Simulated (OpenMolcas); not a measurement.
Multiconfigurational calculation, with input and output: Ti²⁺ complex

Ti²⁺ with 6 ligands (S; octahedron, 2.7 Å), neutralised by 6 outer point charges of +1.7 e, whose field is part of the energies. Computed at this level: state-averaged CASSCF, active space 2 electrons in the shell 3d, basis ANO-RCC-VDZP on the metal and ANO-RCC-VDZP on the ligands, DKH2 scalar Hamiltonian, spin-orbit coupling by RASSI with atomic mean-field integrals (OpenMolcas).

### The program's output (extracts)
```
--- SEWARD ---
Basis set label: TI.ANO-RCC...5S4P2D1F.

      Electronic valence basis set:
      ------------------
      Associated Effective Charge  22.000000 au
      Associated Actual Charge     22.000000 au
      Nuclear Model: Point charge

      Shell  nPrim  nBasis  Cartesian Spherical Contaminant
         s      21       5        X
         p      15       4        X
         d      10       2                 X
         f       6       1                 X
                  Relativistic Douglas-Kroll-Hess integrals:
                    - DKH order of Hamiltonian: 2
                    - DKH order of Properties : 0
                  Atomic mean-field integrals
--- RASSCF ---
Wave function specifications:
      -----------------------------

      Number of closed shell electrons         126
      Number of electrons in active shells       2
      Max number of holes in RAS1 space          0
      Max nr of electrons in RAS3 space          0
      Number of inactive orbitals               63
      Number of active orbitals                  5
      Number of secondary orbitals              74
      Spin quantum number                      1.0
      State symmetry                             1
Orbital specifications:
      -----------------------

      Symmetry species                           1   2
                                                ag  au
      Frozen orbitals                            0   0
      Inactive orbitals                         30  33
      Active orbitals                            5   0
      RAS1 orbitals                              0   0
      RAS2 orbitals                              5   0
      RAS3 orbitals                              0   0
      Secondary orbitals                        34  40
      Deleted orbitals                           0   0
      Number of basis functions                 69  73
      Number of CSFs                            10
      Number of root(s) required                10
      Iter CI   SX   CI       RASSCF       Energy    max ROT     max BLB   max BLB  Level Ln srch  Step   QN
          iter iter root      energy       change     param      element    value   shift minimum  type update
 Nr of preliminary CI iterations:   1
      Total energies have been shifted. Add                -3000.00 au
        1   1   10    0  -246.80007727    0.00E+00   8.82E-02   33  68 2 -3.51E-01*  0.94   0.00    SX    NO
        2   1   11    0  -247.96915465   -1.17E+00*  7.41E-02   33  68 2 -2.46E-01*  0.88   0.00    SX    NO
        3   1   11    0  -248.44909171   -4.80E-01* -4.79E-02   33  68 2 -1.44E-01*  0.89   0.00    SX    NO
        4   1   11    0  -248.59466517   -1.46E-01* -2.82E-02   33  68 2 -8.12E-02*  0.88   0.00    SX    NO
        5   1   10    0  -248.64254912   -4.79E-02* -3.23E-02   33  68 2 -5.07E-02*  0.88   2.50    LS   YES
        6   1   10    0  -248.66928376   -2.67E-02*  1.70E-02   26  62 1  2.82E-02*  0.88   1.38    QN   YES
        7   1    9    0  -248.68088081   -1.16E-02*  1.58E-02   17  53 1  2.31E-02*  0.88   2.07    LS   YES
        8   1   10    0  -248.68504160   -4.16E-03* -7.70E-03   24  59 2  1.98E-02*  0.87   1.15    QN   YES
        9   1    9    0  -248.68860591   -3.56E-03* -6.52E-03   27  68 2  1.20E-02*  0.87   1.90    LS   YES
       10   1    9    0  -248.68962661   -1.02E-03*  2.34E-03   27  68 2  8.47E-03*  0.87   1.06    QN   YES
       11   1    9    0  -248.69018305   -5.56E-04* -2.17E-03   33  68 2 -3.92E-03*  0.87   1.95    LS   YES
       12   1    8    0  -248.69035516   -1.72E-04*  1.41E-03   24  64 1 -2.14E-03*  0.87   1.02    QN   YES
       13   1    8    0  -248.69040586   -5.07E-05*  8.24E-04   24  64 1 -1.08E-03*  0.87   1.59    LS   YES
       14   1    8    0  -248.69041412   -8.26E-06*  3.66E-04   11  47 2  6.67E-04*  0.87   1.02    QN   YES
       15   1    7    0  -248.69042208   -7.96E-06*  2.73E-04   30  67 1 -4.14E-04*  0.87   1.75    LS   YES
       16   1    7    0  -248.69042385   -1.77E-06*  8.45E-05   33  71 2 -2.74E-04*  0.87   1.00    QN   YES
       17   1    6    0  -248.69042445   -5.98E-07*  6.42E-05   11  55 2 -1.04E-04*  0.87   1.76    LS   YES
       18   1    6    0  -248.69042459   -1.40E-07*  1.78E-05   18  56 2 -5.25E-05   0.87   1.00    QN   YES
       19   1    6    0  -248.69042464   -5.05E-08*  1.30E-05   33  68 2  2.69E-05   0.87   1.73    LS   YES
       20   1    5    0  -248.69042465   -1.10E-08* -8.58E-06   29  67 1 -2.08E-05   0.87   1.01    QN   YES
       21   1    5    0  -248.69042466   -4.91E-09  -1.09E-05   30  33 1 -9.72E-06   0.87   1.86    QN   YES
      Convergence after 21 iterations
       22   1    5    0  -248.69042466   -2.05E-09  -1.09E-05   29  67 1  3.55E-06   0.87   1.86    QN   YES
      Natural orbitals and occupation numbers for root  1
      sym 1:   0.128754   0.871246  -0.000000   0.871246   0.128754
      Natural orbitals and occupation numbers for root  2
      sym 1:   0.871424   0.128576   0.128576   0.871424   0.000000
      Natural orbitals and occupation numbers for root  3
      sym 1:   0.858282   0.858282   0.141718   0.141718   0.000000
::    RASSCF root number  1 Total energy:  -3248.71542363
::    RASSCF root number  2 Total energy:  -3248.71542363
::    RASSCF root number  3 Total energy:  -3248.71542363
::    RASSCF root number  4 Total energy:  -3248.70470119
::    RASSCF root number  5 Total energy:  -3248.70470119
::    RASSCF root number  6 Total energy:  -3248.70470119
::    RASSCF root number  7 Total energy:  -3248.69156701
::    RASSCF root number  8 Total energy:  -3248.65076837
::    RASSCF root number  9 Total energy:  -3248.65076837
::    RASSCF root number 10 Total energy:  -3248.65076837
--- RASSCF ---
Wave function specifications:
      -----------------------------

      Number of closed shell electrons         126
      Number of electrons in active shells       2
      Max number of holes in RAS1 space          0
      Max nr of electrons in RAS3 space          0
      Number of inactive orbitals               63
      Number of active orbitals                  5
      Number of secondary orbitals              74
      Spin quantum number                      0.0
      State symmetry                             1
Orbital specifications:
      -----------------------

      Symmetry species                           1   2
                                                ag  au
      Frozen orbitals                            0   0
      Inactive orbitals                         30  33
      Active orbitals                            5   0
      RAS1 orbitals                              0   0
      RAS2 orbitals                              5   0
      RAS3 orbitals                              0   0
      Secondary orbitals                        34  40
      Deleted orbitals                           0   0
      Number of basis functions                 69  73
      Number of CSFs                            15
      Number of root(s) required                15
      Iter CI   SX   CI       RASSCF       Energy    max ROT     max BLB   max BLB  Level Ln srch  Step   QN
          iter iter root      energy       change     param      element    value   shift minimum  type update
 Nr of preliminary CI iterations:   1
      Total energies have been shifted. Add                -3000.00 au
        1   1    9    0  -248.63622020    0.00E+00  -1.00E-02   31  37 1 -6.55E-03*  0.94   0.00    SX    NO
        2   1    9    0  -248.63690038   -6.80E-04* -4.55E-03   19  45 2 -5.56E-03*  0.93   0.00    SX    NO
        3   1    9    0  -248.63712608   -2.26E-04* -2.80E-03   19  45 2 -2.66E-03*  0.93   0.00    SX    NO
        4   1    8    0  -248.63721867   -9.26E-05* -1.98E-03   24  35 1 -1.91E-03*  0.93   0.00    SX    NO
        5   1    8    0  -248.63725910   -4.04E-05* -2.92E-03   24  35 1 -1.41E-03*  0.93   2.50    LS   YES
        6   1    7    0  -248.63728964   -3.05E-05* -1.39E-03   24  35 1 -6.81E-04*  0.93   1.38    QN   YES
        7   1    7    0  -248.63729353   -3.90E-06* -3.22E-04   24  35 1 -2.37E-04*  0.93   1.19    QN   YES
        8   1    6    0  -248.63729409   -5.57E-07* -2.10E-04   19  35 2 -1.19E-04*  0.93   1.65    LS   YES
        9   1    6    0  -248.63729419   -1.06E-07* -1.32E-04   19  35 2 -7.30E-05   0.93   1.01    QN   YES
       10   1    6    0  -248.63729427   -7.56E-08* -4.47E-05   22  42 1  2.89E-05   0.93   1.37    QN   YES
       11   1    5    0  -248.63729428   -1.01E-08*  7.96E-06   22  43 1 -1.56E-05   0.93   1.21    QN   YES
       12   1    5    0  -248.63729428   -1.90E-09   9.38E-06   22  36 1  9.24E-06   0.93   1.61    QN   YES
      Convergence after 12 iterations
       13   1    5    0  -248.63729428   -9.06E-10   9.38E-06   22  36 1  4.47E-06   0.93   1.61    QN   YES
      Natural orbitals and occupation numbers for root  1
      sym 1:   0.652310   0.347696   0.000000   0.652304   0.347690
      Natural orbitals and occupation numbers for root  2
      sym 1:   0.347684   0.347663   0.652337   0.652316   0.000000
      Natural orbitals and occupation numbers for root  3
      sym 1:   0.652342   0.000000   0.652313   0.347688   0.347657
::    RASSCF root number  1 Total energy:  -3248.66503768
::    RASSCF root number  2 Total energy:  -3248.66503768
::    RASSCF root number  3 Total energy:  -3248.66503768
::    RASSCF root number  4 Total energy:  -3248.66189475
::    RASSCF root number  5 Total energy:  -3248.66189475
::    RASSCF root number  6 Total energy:  -3248.63867519
::    RASSCF root number  7 Total energy:  -3248.63867519
::    RASSCF root number  8 Total energy:  -3248.63867519
::    RASSCF root number  9 Total energy:  -3248.63365158
::    RASSCF root number 10 Total energy:  -3248.63365158
::    RASSCF root number 11 Total energy:  -3248.63365158
::    RASSCF root number 12 Total energy:  -3248.63190314
::    RASSCF root number 13 Total energy:  -3248.62974760
::    RASSCF root number 14 Total energy:  -3248.62974760
::    RASSCF root number 15 Total energy:  -3248.53213304
--- RASSI ---
SPIN-FREE ENERGIES:
  (Shifted by EMIN (a.u.) =      -3248.7154236313)

 SF State       Relative EMIN(au)   Rel lowest level(eV)    D:o, cm**(-1)

     1             0.0000000000        0.0000000000              0.0000
     2             0.0000000000        0.0000000000              0.0000
     3             0.0000000000        0.0000000000              0.0000
     4             0.0107224415        0.2917724959           2353.3039
     5             0.0107224415        0.2917724959           2353.3039
     6             0.0107224415        0.2917724959           2353.3039
     7             0.0238566166        0.6491716098           5235.9221
    11             0.0503859510        1.3710715728          11058.4380
    12             0.0503859517        1.3710715934          11058.4382
    13             0.0503859517        1.3710715934          11058.4382
    14             0.0535288780        1.4565949738          11748.2308
    15             0.0535288787        1.4565949937          11748.2309
    10             0.0646552596        1.7593592411          14190.1893
     8             0.0646552596        1.7593592411          14190.1893
     9             0.0646552596        1.7593592411          14190.1893
    16             0.0767484392        2.0884314219          16844.3354
    17             0.0767484392        2.0884314219          16844.3354
    18             0.0767484392        2.0884314219          16844.3354
    19             0.0817720546        2.2251309605          17946.8915
    20             0.0817720546        2.2251309605          17946.8915
    21             0.0817720546        2.2251309605          17946.8915
    22             0.0835204869        2.2727082276          18330.6281
    23             0.0856760271        2.3313634644          18803.7145
    24             0.0856760276        2.3313634784          18803.7146
    25             0.1832905944        4.9875911599          40227.6356
     Dipole printing threshold changed to   1.00000000E+00
Eigenvalues of complex Hamiltonian:
   -----------------------------------
  (Shifted by EMIN (a.u.) =      -3248.7154236313)

 SO State       Relative EMIN(au)   Rel lowest level(eV)    D:o, cm**(-1)

     1            -0.0004840154        0.0000000000              0.0000
     2            -0.0004840154        0.0000000001              0.0000
     3            -0.0004333577        0.0013784650             11.1181
     4            -0.0004333577        0.0013784651             11.1181
     5            -0.0004333577        0.0013784651             11.1181
     6             0.0003755571        0.0233901574            188.6543
     7             0.0003755571        0.0233901573            188.6543
     8             0.0003755571        0.0233901573            188.6543
     9             0.0008030259        0.0350221755            282.4729
    10             0.0104481206        0.2974785730           2399.3265
    11             0.0105560666        0.3004159350           2423.0179
    12             0.0105560666        0.3004159351           2423.0179
    13             0.0105560666        0.3004159350           2423.0179
    14             0.0108836705        0.3093304900           2494.9187
    15             0.0108836705        0.3093304898           2494.9187
    16             0.0108836705        0.3093304899           2494.9187
    17             0.0109254107        0.3104662990           2504.0796
    18             0.0109254107        0.3104662988           2504.0796
    19             0.0238935602        0.6633476242           5350.2594
    20             0.0238935602        0.6633476242           5350.2594
    21             0.0238935602        0.6633476242           5350.2594
    22             0.0503677951        1.3837482569          11160.6824
    23             0.0503677959        1.3837482775          11160.6825
    24             0.0503677959        1.3837482774          11160.6825
    25             0.0534903510        1.4687173293          11846.0042
    26             0.0534903517        1.4687173492          11846.0043
    27             0.0641086798        1.7576567756          14176.4579
    28             0.0643890432        1.7652858544          14237.9906
    29             0.0643890432        1.7652858544          14237.9906
    30             0.0643890432        1.7652858544          14237.9906
    31             0.0649547729        1.7806801432          14362.1539
    32             0.0649547729        1.7806801432          14362.1539
    33             0.0649547729        1.7806801432          14362.1539
    34             0.0649657526        1.7809789148          14364.5637
    35             0.0649657526        1.7809789147          14364.5637
    36             0.0767555497        2.1017956382          16952.1251
    37             0.0767555497        2.1017956381          16952.1251
    38             0.0767555497        2.1017956381          16952.1251
    39             0.0817758057        2.2384037628          18053.9439
    40             0.0817758057        2.2384037628          18053.9439
    41             0.0817758057        2.2384037628          18053.9439
Weights of the five most important spin-orbit-free states for each spin-orbit state.

 SO State  Total energy (au)           Spin-free states, spin, and weights
 -------------------------------------------------------------------------------------------------------
    1        -0.000484       2 1.0  0.5323    3 1.0  0.4394    1 1.0  0.0217    6 1.0  0.0042    5 1.0  0.0014
    2        -0.000484       1 1.0  0.6406    3 1.0  0.2229    2 1.0  0.1300    4 1.0  0.0035    5 1.0  0.0028
    3        -0.000433       3 1.0  0.4973    2 1.0  0.4904    1 1.0  0.0099    5 1.0  0.0011    4 1.0  0.0011
    4        -0.000433       1 1.0  0.4894    3 1.0  0.2559    2 1.0  0.2524    6 1.0  0.0011    5 1.0  0.0006
    5        -0.000433       1 1.0  0.4984    2 1.0  0.2548    3 1.0  0.2444    6 1.0  0.0011    4 1.0  0.0006
    6         0.000376       3 1.0  0.4900    2 1.0  0.4857    1 1.0  0.0219    4 1.0  0.0012    5 1.0  0.0012
    7         0.000376       3 1.0  0.4982    1 1.0  0.4854    2 1.0  0.0139    6 1.0  0.0012    5 1.0  0.0012
    8         0.000376       2 1.0  0.4980    1 1.0  0.4902    3 1.0  0.0093    4 1.0  0.0012    6 1.0  0.0012
    9         0.000803       2 1.0  0.3333    3 1.0  0.3333    1 1.0  0.3333   22 0.0  0.0000   10 1.0  0.0000
   10         0.010448       6 1.0  0.3333    5 1.0  0.3333    4 1.0  0.3333    3 1.0  0.0000    2 1.0  0.0000
   11         0.010556       6 1.0  0.4971    5 1.0  0.4936    4 1.0  0.0035    7 1.0  0.0033    3 1.0  0.0011
   12         0.010556       5 1.0  0.4971    4 1.0  0.4971    7 1.0  0.0033    3 1.0  0.0011    2 1.0  0.0011
```

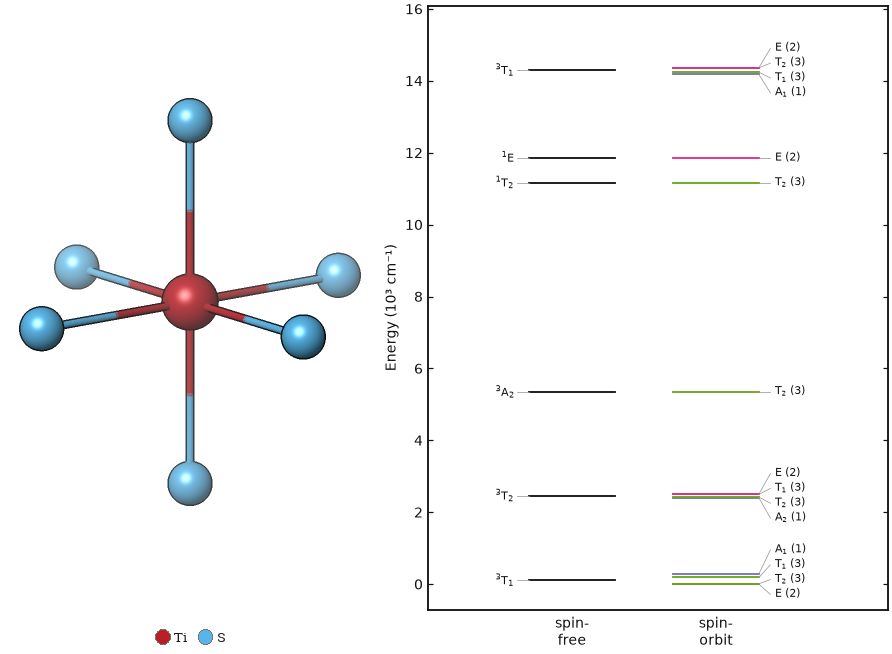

Ti²⁺ (3d²) with 6 ligands, S²⁻, at 2.7 Å (arrangement: octahedron, Oh), neutralised by outer point charges of +1.7 e, and its levels. Labels give the representation in O, Td, D4 or D3 as the site allows (double group for half-integer spin) where it could be assigned and, in brackets, the degeneracy; spin-free states, where drawn, share the zero of the spin-orbit levels. The ground level is E, doubly degenerate, 100 % from states of spin multiplicity 3. Its principal g values are all close to zero. The next level lies at 11 cm⁻¹ (T₂). The lowest spin-free state is ³T₁, from the free-ion F term; of the same spin there follow at 2,350 cm⁻¹ (³T₂), 5,240 cm⁻¹ (³A₂) and 14,200 cm⁻¹ (³T₁) above it. The active orbitals hold 91 to 97 % metal character (Löwdin), and the Mulliken charge of the metal is +2.48.

### Input file
```
&GATEWAY
Coord
7

Ti 0.0 0.0 0.0
S 2.700000 0.000000 0.000000
S 0.000000 2.700000 0.000000
S -2.700000 0.000000 0.000000
S 0.000000 -2.700000 0.000000
S 0.000000 0.000000 2.700000
S 0.000000 0.000000 -2.700000
Basis=Ti.ANO-RCC-VDZP,S.ANO-RCC-VDZP
Group=XYZ
NoMove
AngMom=0.0 0.0 0.0
AMFI
RICD
XField
3 Angstrom 0
5.900000 0.000000 0.000000 1.666667
0.000000 5.900000 0.000000 1.666667
0.000000 0.000000 5.900000 1.666667
&SEWARD
&RASSCF
FileOrb=start.orb
Symmetry=1
Spin=3
nActEl=2 0 0
Inactive=30 33
Ras2=5 0
CIRoot=10 10 1
SDav=10
CIMx=300
Iter=150 100
PrWF=0.3
OrbListing=Nothing
MaxOrb=0
LevShft=1.0
>>> COPY $Project.JobIph JOB001
&RASSCF
FileOrb=start.orb
Symmetry=1
Spin=1
nActEl=2 0 0
Inactive=30 33
Ras2=5 0
CIRoot=15 15 1
SDav=15
CIMx=300
Iter=150 100
PrWF=0.3
OrbListing=Nothing
MaxOrb=0
LevShft=1.0
>>> COPY $Project.JobIph JOB002
&RASSI
NrOfJobIphs=2 10 15
1 2 3 4 5 6 7 8 9 10
1 2 3 4 5 6 7 8 9 10 11 12 13 14 15
IphNames
JOB001
JOB002
EJob
SpinOrbit
DIPRint=1.0
SOCoupling=1000.0
Subsets=2
Property=9
'ANGMOM' 1 'ANGMOM' 2 'ANGMOM' 3 'MLTPL  1' 1 'MLTPL  1' 2 'MLTPL  1' 3
'AMFI' 1 'AMFI' 2 'AMFI' 3
SOProperty=3
'ANGMOM' 1 'ANGMOM' 2 'ANGMOM' 3
```

The file start.orb holds starting orbitals from an earlier step. A driver script formed the levels outside the program, from RASSI's spin-orbit matrix and the active-space energies, averaged over the components of each term or state.

Command:
```bash
OMP_NUM_THREADS=1 MOLCAS_MEM=2457 MOLCAS_PROJECT=a pymolcas a.inp > a.log  # once for each step of the input, in one work folder
```

### Summary

| quantity | value |
| --- | --- |
| outcome | converged |
| energy of the lowest spin-free term | −3248.71542 hartree |
| energy of the lowest spin-orbit level | −3248.71591 hartree |
| largest spread among components of a term | 0.0 cm⁻¹ |
| hardware | 1 thread of Arm Neoverse V2, 24 GiB of memory available, shared host |
| wall time | 20 s |
| peak memory | 0.18 GiB |

### Remarks

Without dynamic correlation the splittings between terms come out too large, often by 20 to 50 %. Limits: covalent bonds, ligand orbitals missing from the active space; bare point charges leave oxide and sulfide ligands too diffuse, field too small; distances are set from ionic radii, not optimised.
